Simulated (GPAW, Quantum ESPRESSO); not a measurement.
# Mo (Im-3m): the Mo L₃ absorption edge

Do two independent programs agree on the Mo L₃ edge of Mo (Im-3m)? The same cell and functional are run with XSpectra and with GPAW.

Program: Quantum ESPRESSO 7.5. Level of theory: core-hole supercells, plane-wave PAW PBE (first program; GPAW 26.7.0 follows as the second). Results are calculated unless marked as measured.

### Step 1. The starting structure

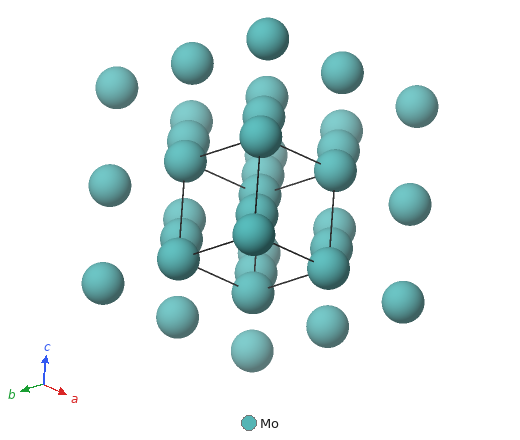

The starting structure, seen from a free direction (molybdenum teal). 2×2×2 cells are drawn. This picture shows the conventional cell, with its axes. Some periodic images of atoms are drawn too.

### Step 2. Ground state of the crystal (Quantum ESPRESSO)

The ground state comes first: it tells whether the system has a gap, which decides how the excited electron is treated.

The PAW data sets are made with ld1.x, with reconstruction data.

Input file scf.in:

```
&control
   calculation='scf', prefix='x', pseudo_dir='../pp', outdir='tmp', tprnfor=.true.
/
&system
   ibrav=0, nat=1, ntyp=1, nbnd=11
   ecutwfc=51, ecutrho=340
   occupations='smearing', smearing='mv', degauss=0.015
/
&electrons
   conv_thr=1.0e-08, electron_maxstep=120
   mixing_beta=0.5
/
ATOMIC_SPECIES
Mo3 1.0 Mo.pbe-spn-kjpaw.UPF
CELL_PARAMETERS angstrom
  -1.57341500 1.57341500 1.57341500
  1.57341500 -1.57341500 1.57341500
  1.57341500 1.57341500 -1.57341500
ATOMIC_POSITIONS crystal
Mo3  0.00000000 0.00000000 0.00000000
K_POINTS automatic
12 12 12 0 0 0
```

Started as:

```
$ OMP_NUM_THREADS=1 mpirun --oversubscribe --bind-to none -np 4 pw.x -nk 4 -in scf.in > scf.out
```

The log of the run:

```text
     [... banner and references ...]
using ibrav=0 with symmetry is DISCOURAGED, use correct ibrav instead

     G-vector sticks info
     --------------------

     Using Slab Decomposition

     bravais-lattice index     =            0
     lattice parameter (alat)  =       5.1499  a.u.
     unit-cell volume          =     105.1445 (a.u.)^3
     number of atoms/cell      =            1
     number of atomic types    =            1
     number of electrons       =        14.00
     number of Kohn-Sham states=           11
     kinetic-energy cutoff     =      51.0000  Ry
     charge density cutoff     =     340.0000  Ry
     scf convergence threshold =      1.0E-08
     mixing beta               =       0.5000
     number of iterations used =            8  plain     mixing
     Exchange-correlation= SLA  PW   PBX  PBC
                           (   1   4   3   4   0   0   0)

     celldm(1)=   5.149947  celldm(2)=   0.000000  celldm(3)=   0.000000
     celldm(4)=   0.000000  celldm(5)=   0.000000  celldm(6)=   0.000000

     crystal axes: (cart. coord. in units of alat)
               a(1) = (  -0.577350   0.577350   0.577350 )
               a(2) = (   0.577350  -0.577350   0.577350 )
               a(3) = (   0.577350   0.577350  -0.577350 )

     reciprocal axes: (cart. coord. in units 2 pi/alat)
               b(1) = ( -0.000000  0.866025  0.866025 )
               b(2) = (  0.866025 -0.000000  0.866025 )
               b(3) = (  0.866025  0.866025  0.000000 )

     PseudoPot. #1 for Mo:     Pseudo is Projector augmented-wave + core cor, Zval = 14.0

     atomic species   valence    mass     pseudopotential
     Mo3              14.00     1.00000     Mo( 1.00)

     48 Sym. Ops., with inversion, found

   Cartesian axes

     site n.     atom                  positions (alat units)
         1        Mo3    tau(   1) = (   0.0000000   0.0000000   0.0000000  )

     number of k points=    72  Marzari-Vanderbilt smearing, width (Ry)=  0.0150
                       cart. coord. in units 2pi/alat
        k(    1) = (   0.0000000   0.0000000   0.0000000), wk =   0.0011574
        k(    2) = (   0.0721688   0.0721688   0.0000000), wk =   0.0138889
        k(    3) = (   0.1443376   0.1443376   0.0000000), wk =   0.0138889
        k(    4) = (   0.2165064   0.2165064   0.0000000), wk =   0.0138889
        k(    5) = (   0.2886751   0.2886751   0.0000000), wk =   0.0138889
[...]
k(   70) = (   0.0000000   0.0000000   0.7216878), wk =   0.0069444
        k(   71) = (  -0.8660254  -0.0721688  -0.0721688), wk =   0.0138889
        k(   72) = (  -0.8660254  -0.8660254  -0.8660254), wk =   0.0011574

     Dense  grid:    11057 G-vectors     FFT dimensions: (  32,  32,  32)

     Smooth grid:     5233 G-vectors     FFT dimensions: (  24,  24,  24)

     Initial potential from superposition of free atoms

     starting charge      13.9991, renormalised to      14.0000
     Starting wfcs are   10 randomized atomic wfcs +    1 random wfcs
     Checking if some PAW data can be deallocated...

     per-process dynamical memory:    16.1 Mb

     Self-consistent Calculation

     iteration #  1     ecut=    51.00 Ry     beta= 0.50
     Davidson diagonalization with overlap
     ethr =  1.00E-02,  avg # of iterations =  3.2

     Threshold (ethr) on eigenvalues was too large:
     Diagonalizing with lowered threshold

     Davidson diagonalization with overlap
     ethr =  2.51E-04,  avg # of iterations =  1.8

     total energy              =    -363.90816397 Ry
     estimated scf accuracy    <       0.03740454 Ry

     iteration #  2     ecut=    51.00 Ry     beta= 0.50
     Davidson diagonalization with overlap
     ethr =  2.67E-04,  avg # of iterations =  2.1

     total energy              =    -363.91385660 Ry
     estimated scf accuracy    <       0.00147601 Ry

     iteration #  3     ecut=    51.00 Ry     beta= 0.50
[...]
estimated scf accuracy    <       0.00000002 Ry

     iteration #  7     ecut=    51.00 Ry     beta= 0.50
     Davidson diagonalization with overlap
     ethr =  1.26E-10,  avg # of iterations =  1.0

     End of self-consistent calculation

          k = 0.0000 0.0000 0.0000 (   627 PWs)   bands (ev):

   -39.8521 -13.1163 -13.1163 -13.1163  14.1971  20.0710  20.0710  20.0710
    23.1067  23.1067  36.4240

          k = 0.0722 0.0722 0.0000 (   651 PWs)   bands (ev):

   -39.8358 -13.2179 -13.1480 -13.1175  14.5013  19.9001  20.0391  20.3602
    22.8688  23.1127  36.6398

          k = 0.1443 0.1443 0.0000 (   649 PWs)   bands (ev):

   -39.7874 -13.4889 -13.2324 -13.1196  15.3033  19.4658  19.8903  21.2005
    22.5350  23.1537  36.9347

          k = 0.2165 0.2165 0.0000 (   644 PWs)   bands (ev):

   -39.7206 -13.8474 -13.3457 -13.1223  16.1653  18.9342  19.8716  22.5024
    22.5776  23.2704  36.3693

          k = 0.2887 0.2887 0.0000 (   656 PWs)   bands (ev):

   -39.6539 -14.1942 -13.4571 -13.1255  16.4032  18.4577  20.7305  22.9038
    23.4673  24.0801  35.0556

[...]
k =-0.4330-0.4330 0.0000 (   654 PWs)   bands (ev):

[...]
k =-0.0000-0.0000 0.1443 (   639 PWs)   bands (ev):

[...]
k = 0.0000-0.0722 0.2165 (   645 PWs)   bands (ev):

[...]
k = 0.0000-0.1443 0.2887 (   641 PWs)   bands (ev):

[...]
k = 0.0722-0.0722 0.2887 (   644 PWs)   bands (ev):

[...]
k =-0.0000-0.2165 0.3608 (   648 PWs)   bands (ev):

[...]
k = 0.0722-0.1443 0.3608 (   648 PWs)   bands (ev):

[...]
k = 0.0000-0.2887 0.4330 (   645 PWs)   bands (ev):

[...]
k =-0.8660-0.3608-0.3608 (   648 PWs)   bands (ev):

[...]
k =-0.7939-0.2887-0.3608 (   644 PWs)   bands (ev):

[...]
k =-0.7217-0.2165-0.3608 (   645 PWs)   bands (ev):

[...]
k =-0.7217-0.2887-0.2887 (   654 PWs)   bands (ev):

[...]
k =-0.6495-0.2165-0.2887 (   639 PWs)   bands (ev):

[...]
k =-0.0000-0.1443 0.4330 (   646 PWs)   bands (ev):

[...]
k = 0.4330 0.4330 0.4330 (   664 PWs)   bands (ev):

[...]
k = 0.0000 0.0000 0.4330 (   639 PWs)   bands (ev):

[...]
k =-0.0000-0.0722 0.5052 (   646 PWs)   bands (ev):

[...]
k = 0.0000-0.1443 0.5774 (   649 PWs)   bands (ev):

[...]
k = 0.0722-0.0722 0.5774 (   652 PWs)   bands (ev):

[...]
k =-0.0000-0.0000 0.5774 (   655 PWs)   bands (ev):

[...]
k = 0.0000-0.0722 0.6495 (   654 PWs)   bands (ev):

[...]
k =-0.7939-0.0722-0.1443 (   653 PWs)   bands (ev):

[...]
k = 0.0000 0.0000 0.7217 (   650 PWs)   bands (ev):

   -39.4235 -14.0912 -14.0227 -14.0227  16.3043  16.4900  24.0637  24.0637
    24.9338  29.0575  32.5787

          k =-0.8660-0.0722-0.0722 (   664 PWs)   bands (ev):

   -39.4111 -14.1206 -14.0563 -14.0285  16.1637  16.2233  24.3866  24.5879
    25.4848  30.4289  30.9505

          k =-0.8660-0.8660-0.8660 (   682 PWs)   bands (ev):

   -39.3993 -14.0902 -14.0902 -14.0902  15.9780  15.9780  25.4366  25.4366
    25.4366  30.5391  30.5391

     the Fermi energy is    21.3546 ev

!    total energy              =    -363.91390709 Ry
     total all-electron energy =     -8098.041872 Ry
     estimated scf accuracy    <          4.0E-09 Ry
     smearing contrib. (-TS)   =       0.00035091 Ry
     internal energy E=F+TS    =    -363.91425801 Ry

     The total energy is F=E-TS. E is the sum of the following terms:
     one-electron contribution =     -14.80741315 Ry
     hartree contribution      =      17.69983037 Ry
     xc contribution           =     -19.48326917 Ry
     ewald contribution        =    -119.94822844 Ry
     one-center paw contrib.   =    -227.37517761 Ry

     convergence has been achieved in   7 iterations

     Forces acting on atoms (cartesian axes, Ry/au):

     atom    1 type  1   force =     0.00000000    0.00000000    0.00000000

     Total force =     0.000000     Total SCF correction =     0.000000

     XML data file, charge density, pseudopotentials, collected wavefunctions

=------------------------------------------------------------------------------=
   JOB DONE.
=------------------------------------------------------------------------------=
```

Wall time 2.7 s (4 MPI ranks of Arm Neoverse V2, shared host); peak memory 0.06 GiB.

Absorbing atoms carry a label of their own (element plus a letter or digit), as the spectrum program needs them as separate species.

The mesh shows no gap, so the system is treated as a metal and the core electron is put at the Fermi level (neutral cell).

### Step 3. Spectrum without a core hole, Mo atom 1 (Quantum ESPRESSO)

Without a hole the spectrum is the empty density of states of the right symmetry on the absorber, weighted by matrix elements. It needs only the small cell and serves as the baseline.

The absorber has 8 Mo at 2.73 Å and 6 Mo at 3.15 Å (cube and octahedron, as in bcc, site symmetry m-3m).

Input file xspectra.in:

```
&input_xspectra
   calculation='xanes_dipole', edge='L3'
   prefix='x', outdir='tmp', xiabs=1, xe0=21.3546
   xonly_plot=.false., x_save_file='xanes.sav'
   xniter=3000, xcheck_conv=20, xerror=0.005
   xcoordcrys=.false., xepsilon(1)=1, xepsilon(2)=0, xepsilon(3)=0
/
&plot
   xnepoint=186, xemin=-10, xemax=45, terminator=.true., cut_occ_states=.true.
   xgamma=0.89
/
&pseudos
   filecore='../Mo.wfc'
/
&cut_occ
   cut_desmooth=0.1, cut_stepl=0.05, cut_stepu=0.05, cut_ierror=1e-5
/
10 10 10 0 0 0
```

Started as:

```
$ OMP_NUM_THREADS=1 mpirun --oversubscribe --bind-to none -np 4 xspectra.x -nk 4 -in xspectra.in > xspectra.out
```

The log of the run:

```text
     [... banner and references ...]
Reading input_file

     calculation: xanes_dipole

     xepsilon  [cartesian coordinates]:   1.000000   0.000000   0.000000

     xonly_plot: FALSE
        => complete calculation: Lanczos + spectrum plot

     filecore (core-wavefunction file): ../Mo.wfc

     main plot parameters:
        cut_occ_states: TRUE
        gamma_mode:  constant
        -> using xgamma [eV]:  0.89
        xemin [eV]: -10.00
        xemax [eV]:  45.00
        xnepoint:  186
        xe0 [eV]:  21.354600 (energy zero read in input file)

[...]
Results of STEP 1 successfully written in x_save_file
     x_save_file name:
     ->  xanes.sav
     x_save_file version:  2

     ... End STEP 1 ...

     ... Begin STEP 2 ...

     The spectrum is calculated using the following parameters:
        xe0 [eV]:   21.3546
        the occupied states are elimintate from the spectrum
        xemin [eV]: -10.00
        xemax [eV]:  45.00
        xnepoint:  186
        constant broadening parameter [eV]:    0.890
        Core level energy [eV]:  -2520.
         (from electron binding energy of neutral atoms in X-ray data booklet)

     Cross-section successfully written in xanes.dat

     ... End STEP 2 ...

                                END JOB XSpectra
```

Elapsed: 30 s, on 4 MPI ranks; peak memory 0.12 GiB; 2 min of CPU time.

The Mo L₃ spectrum, Mo atom 1, no core hole (energy from the energy zero of the input (xe0, at the border of filled and empty states); intensity scaled to a mean of 1 over the first 20 eV; the points at xe0, where the cut of filled states can leave a spike, are interpolated):

```csv
E (eV),intensity
-2.0,0.27
-0.5,0.83
1.0,2.09
2.5,2.70
4.0,1.61
5.5,0.87
7.0,0.62
8.5,0.50
10.0,0.48
11.5,0.73
13.0,0.78
14.5,0.73
16.0,0.69
17.5,0.59
19.0,0.67
20.5,0.62
22.0,0.44
23.5,0.44
25.0,0.53
26.5,0.54
28.0,0.59
29.5,0.54
31.0,0.52
```

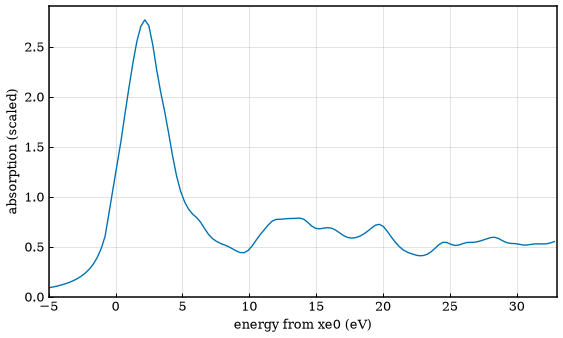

The Mo L₃ edge, Mo atom 1, no core hole: main maxima at 2.2, 13.8 and 19.7 eV.

Main maxima below 30 eV (height): 2.2 eV (2.77), 13.8 eV (0.79), 19.7 eV (0.72) and 28.4 eV (0.60). At an L edge the dipole rule selects empty d (and weakly s) states on the absorber, and the strong line at the onset measures the empty part of its d band.

### Step 4. Reference energy of the supercell (Quantum ESPRESSO)

The photon energy needs a difference of total energies, so the cell and mesh of the coming hole run are first run without a hole.

Input file scf.in:

```
&control
   calculation='scf', prefix='x', pseudo_dir='../pp', outdir='tmp', tprnfor=.true.
/
&system
   ibrav=0, nat=8, ntyp=1, nbnd=69
   ecutwfc=51, ecutrho=340
   occupations='smearing', smearing='mv', degauss=0.015
/
&electrons
   conv_thr=8.0e-08, electron_maxstep=120
   mixing_beta=0.5
/
ATOMIC_SPECIES
Mo 1.0 Mo.pbe-spn-kjpaw.UPF
CELL_PARAMETERS angstrom
  -3.14683000 3.14683000 3.14683000
  3.14683000 -3.14683000 3.14683000
  3.14683000 3.14683000 -3.14683000
ATOMIC_POSITIONS crystal
Mo   0.00000000 0.00000000 0.00000000
Mo   0.00000000 0.00000000 0.50000000
Mo   0.00000000 0.50000000 0.00000000
Mo   0.50000000 0.00000000 0.00000000
Mo   0.00000000 0.50000000 0.50000000
Mo   0.50000000 0.00000000 0.50000000
Mo   0.50000000 0.50000000 0.00000000
Mo   0.50000000 0.50000000 0.50000000
K_POINTS automatic
6 6 6 0 0 0
```

Started as:

```
$ OMP_NUM_THREADS=1 mpirun --oversubscribe --bind-to none -np 4 pw.x -nk 4 -in scf.in > scf.out
```

The log of the run:

```text
     [... banner and references ...]
[banner, memory and clock lines left out]
Found identity + ( -0.0000 -0.0000 -0.5000) symmetry
     This is a supercell, fractional translations are disabled
     using ibrav=0 with symmetry is DISCOURAGED, use correct ibrav instead

     G-vector sticks info

     bravais-lattice index     =            0
     lattice parameter (alat)  =      10.2999  a.u.
     unit-cell volume          =     841.1558 (a.u.)^3
[...]
atom    1 type  1   force =     0.00000000    0.00000000    0.00000000
     atom    2 type  1   force =     0.00000000    0.00000000   -0.00000000
     atom    3 type  1   force =     0.00000000    0.00000000    0.00000000
[...]
atom    7 type  1   force =     0.00000000   -0.00000000    0.00000000
     atom    8 type  1   force =    -0.00000000   -0.00000000    0.00000000

     Total force =     0.000000     Total SCF correction =     0.000000

     XML data file, charge density, pseudopotentials, collected wavefunctions
[key lines of the parts left out:]
!    total energy              =   -2911.31125676 Ry
the Fermi energy is    21.3547 ev
convergence has been achieved in  12 iterations
```

The job ended after 48 s (4 MPI ranks; peak memory 0.21 GiB; 3.2 min of CPU time).

Reference energy: -881435.781 eV with the cores included.

### Step 5. The atom with a core hole (Quantum ESPRESSO)

The final state has one core electron fewer, so a PAW data set is made for an atom with that hole.

Input file Mo.pbe-spn-kjpaw-2pch.ld1.in:

```
&input
   title='Mo', zed=42., rel=1, iswitch=3, dft='PBE',
   config='1s2 2s2 2p5 3s2 3p6 3d10 4s2 4p6 5s2 5p0 4d5'
/
&inputp
   file_pseudopw='Mo.pbe-spn-kjpaw-2pch.UPF', author='',
   lpaw=.true.,
   pseudotype=3,
   lloc=-1,
   rcloc=1.4,
   which_augfun='PSQ',
   rmatch_augfun_nc=.true.,
   nlcc=.true.,
   new_core_ps=.true.,
   rcore=1.2,
   tm=.true.,
   zval=15,
   lgipaw_reconstruction=.true., use_paw_as_gipaw=.true.
/
6
4S  1  0  2.00  0.00  1.10  1.15  0.0
5S  2  0  2.00  0.00  1.10  1.15  0.0
4P  2  1  6.00  0.00  1.00  1.60  0.0
5P  3  1  0.00  -2.50  1.00  1.60  0.0
4D  3  2  5.00  0.00  1.30  1.60  0.0
4D  3  2  0.00  1.00  1.30  1.60  0.0
```

Started as:

```
$ ld1.x < Mo.pbe-spn-kjpaw-2pch.ld1.in > Mo.pbe-spn-kjpaw-2pch.ld1.out
```

The log of the run:

```text
     [... banner and references ...]
PAW data will be used for GIPAW calculation
     --------------------------- All-electron run ----------------------------

     Mo
     scalar relativistic calculation

     atomic number is 42.00
     dft =PBE   lsd =0 sic =0 latt =0  beta=0.20 tr2=1.0E-14
     Exchange-correlation= PBE
                           (   1   4   3   4   0   0   0)
     mesh =1229 r(mesh) = 100.71859 a.u. xmin = -7.00 dx = 0.01250
     1 Ry =  13.60569312 eV, c = 137.03599908

     n l     nl                  e(Ry)          e(Ha)          e(eV)
     1 0     1S 1( 2.00)     -1468.3737      -734.1868    -19978.2416
     2 0     2S 1( 2.00)      -212.3641      -106.1821     -2889.3612
     2 1     2P 1( 5.00)      -191.3713       -95.6857     -2603.7398
[...]
3 2     3D 1(10.00)       -18.5534        -9.2767      -252.4313
[...]
final scf error:  8.9E-15 reached in  32 iterations

     Etot =   -7910.071384 Ry,   -3955.035692 Ha, -107622.003833 eV

     Ekin =    8158.466098 Ry,    4079.233049 Ha,  111001.586077 eV
     Encl =  -19019.667168 Ry,   -9509.833584 Ha, -258775.754791 eV
     Eh   =    3189.941690 Ry,    1594.970845 Ha,   43401.367709 eV
     Exc  =    -238.812003 Ry,    -119.406002 Ha,   -3249.202828 eV

     normalization and overlap integrals

     s(1S/1S) =  1.000000  <r> =   0.0351  <r2> =    0.0017  r(max) =   0.0229
     s(1S/2S) = -0.009101
     s(1S/3S) = -0.003712
     s(1S/4S) = -0.001538
[...]
s(2S/2S) =  1.000000  <r> =   0.1526  <r2> =    0.0274  r(max) =   0.1287
[...]
s(2P/2P) =  1.000000  <r> =   0.1326  <r2> =    0.0215  r(max) =   0.1028
     s(2P/3P) = -0.001850
     s(2P/4P) = -0.000677
     s(2P/5P) = -0.000142
[...]
Encl =  -19019.667168 Ry,   -9509.833584 Ha, -258775.754791 eV
     Eh   =    3189.941690 Ry,    1594.970845 Ha,   43401.367709 eV
     Exc  =    -238.812003 Ry,    -119.406002 Ha,   -3249.202828 eV

     normalization and overlap integrals

[...]
s(3S/5S) = -0.000168
[...]
s(3P/5P) = -0.000099
     s(3D/3D) =  1.000000  <r> =   0.3988  <r2> =    0.1907  r(max) =   0.3127
     s(3D/4D) = -0.000273
     s(4S/4S) =  1.000000  <r> =   1.0711  <r2> =    1.3000  r(max) =   0.9630
     s(4S/5S) = -0.000096
     s(4P/4P) =  1.000000  <r> =   1.1818  <r2> =    1.6010  r(max) =   1.0251
     s(4P/5P) = -0.000055
     s(5S/5S) =  1.000000  <r> =   3.3539  <r2> =   12.9322  r(max) =   2.7866
     s(5P/5P) =  1.000000  <r> =   4.8133  <r2> =   27.3666  r(max) =   3.7148
     s(4D/4D) =  1.000000  <r> =   1.7046  <r2> =    3.5762  r(max) =   1.2679

     ------------------------ End of All-electron run ------------------------

     ---------------------- Testing the pseudopotential ----------------------

     Mo
     scalar relativistic calculation

     atomic number is 42.00   valence charge is 15.00
     dft = SLA  PW   PBX  PBC   lsd =0 sic =0 latt =0  beta=0.20 tr2=1.0E-14
     mesh =1229 r(mesh) = 100.71859 xmin = -7.00 dx = 0.01250

     n l     nl             e AE (Ry)        e PS (Ry)    De AE-PS (Ry)
[...]
2 1     4P   1( 6.00)       -3.28030       -3.28026       -0.00004
     3 2     4D   1( 5.00)       -0.51252       -0.51250       -0.00002

     eps = 2.0E-15  iter =  6

     Etot =   -7910.071384 Ry,   -3955.035692 Ha, -107622.003833 eV
     Etotps =  -377.118458 Ry,    -188.559229 Ha,   -5130.958005 eV

     Ekin =     221.930260 Ry,     110.965130 Ha,    3019.515009 eV
     Encl =    -492.608653 Ry,    -246.304327 Ha,   -6702.282167 eV
     Ehrt =     132.372205 Ry,      66.186102 Ha,    1801.015595 eV
     Ecxc =    -238.812269 Ry,    -119.406134 Ha,   -3249.206442 eV
     (Ecc =      -1.809292 Ry,      -0.904646 Ha,     -24.616668 eV)

     ---------------------- End of pseudopotential test ----------------------
```

It took 0.74 s on 1 MPI rank; peak memory 0.15 GiB.

[end of part 1 of 4]

[Banner, clock and machine lines of the logs are left out without a mark of their own.]

[Logs are printed without paths, hosts, clocks, repeated set-up lines and the standing remarks that a program may print on its own settings, such as how far it seeks lower states.]

[Hosts, paths, dates, database ids (printed as entryN), source tags and the programs' standing remarks are cut or masked in the printed files.]

[Lists of maxima count a maximum above −3 eV only where it reaches 4 % of the highest in the window and stands out from its surroundings by 2 % of it (1.5 % where it reaches 55 %); shoulders and weaker maxima are passed over, and of the rest the first, up to two pre-edge ones and the few strongest are named.]
